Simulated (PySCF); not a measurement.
# C₃H₅, charge −1, SMILES `C=C[CH2-]`: electronic structure

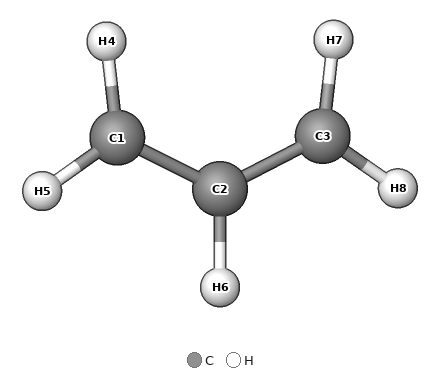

The molecule, with its atoms numbered as below. No frequency check shows the geometry to be a minimum.

Cartesian coordinates (Å):

```
C1       1.2439   -0.1832    0.0000
C2      -0.0000    0.4002    0.0000
C3      -1.2439   -0.1832    0.0000
H4       1.3748   -1.2591    0.0000
H5       2.1539    0.4082    0.0000
H6      -0.0003    1.4996    0.0000
H7      -1.3748   -1.2591    0.0000
H8      -2.1539    0.4081    0.0000
```

## 1. Bonding charge

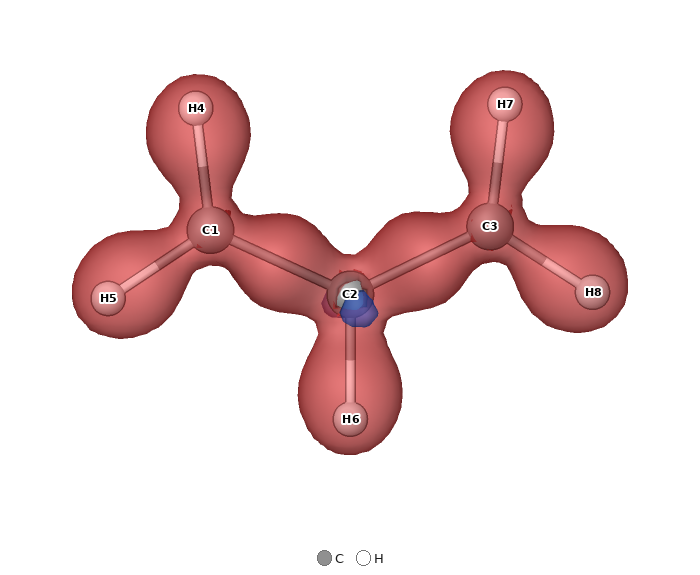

Deformation density (molecule less spherical, spin-averaged free atoms at the same positions), surfaces at ±0.15 e/Å³; red: gain, blue: loss.

Computed with PySCF, M06-2X/6-31+G*, geometry: GFN2-xTB. The highest occupied Kohn–Sham orbital has positive energy, a self-interaction fault of such functionals for anions.

**Describe the bonding that the map shows.**

C2–C3 and C1–C2: +0.62 e/Å³ at the bond critical point (bond length 1.37 Å). C2–H6: +0.61 e/Å³ at the bond critical point (bond length 1.10 Å). C1–H4 and C3–H7: +0.59 e/Å³ at the bond critical point (bond length 1.08 Å). C3–H8 and C1–H5: +0.59 e/Å³ at the bond critical point (bond length 1.08 Å). In all, 2.1 electrons gather in the regions of gain relative to the promolecule of neutral atoms (this includes the anion's extra charge).

## 2. Electrostatic potential

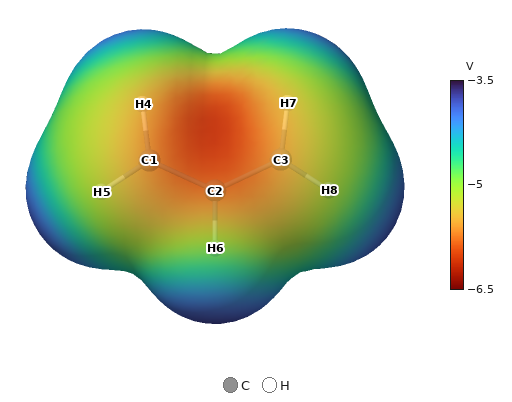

Electrostatic potential on the surface of electron density 0.001 a.u.

**Where are the extremes of the potential on the surface?**

Highest: −3.73 V, 1.4 Å from H6. Lowest: −6.12 V, off the C2–C3 bond (2.2 to 2.3 Å from its atoms), and at like points elsewhere. The surface is sampled at points, so like sites can differ by a few per cent and only the strongest of them is named.

## 3. Localised orbitals

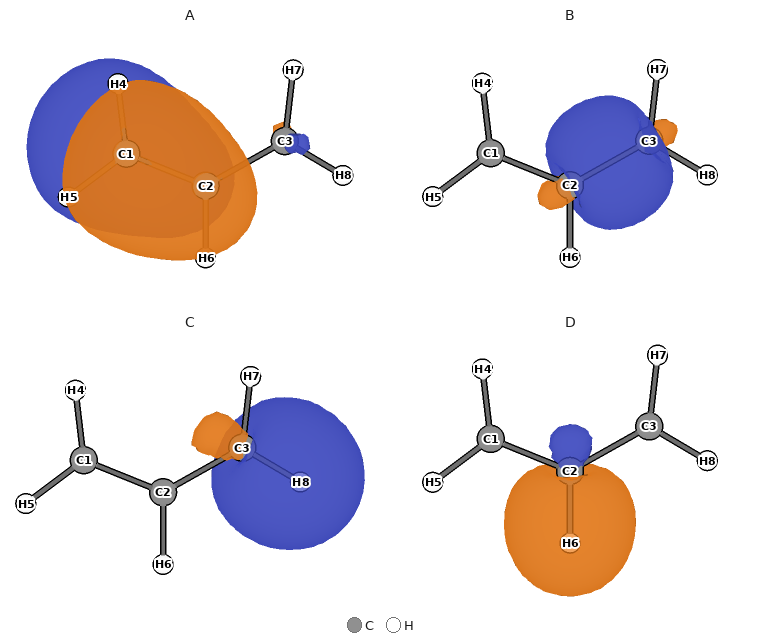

Pipek–Mezey orbitals, occupied; each surface holds about 85 % of the orbital's density. Energies are diagonal elements of the Fock matrix.

Computed with PySCF, HF/def2-TZVP, geometry: GFN2-xTB. The basis has no diffuse functions, which an anion needs.

**Name the orbitals, with their atomic make-up and energies.**

By panel:
- A: π bond C1–C2 (C1 75 %, C2 22 %; −2.8 eV)
- B: σ bond C2–C3 (C2 51 %, C3 48 %; −15.8 eV)
- C: σ bond C3–H8 (C3 52 %, H8 47 %; −11.7 eV)
- D: σ bond C2–H6 (C2 52 %, H6 47 %; −12.2 eV)

**How do all the valence pairs divide up?**

9 pairs: 7 σ bonds and 2 two-centre π bonds.

The PySCF runs shown took 7.4 s and 1.3 s on 1 thread of Arm Neoverse V2, on a shared host.
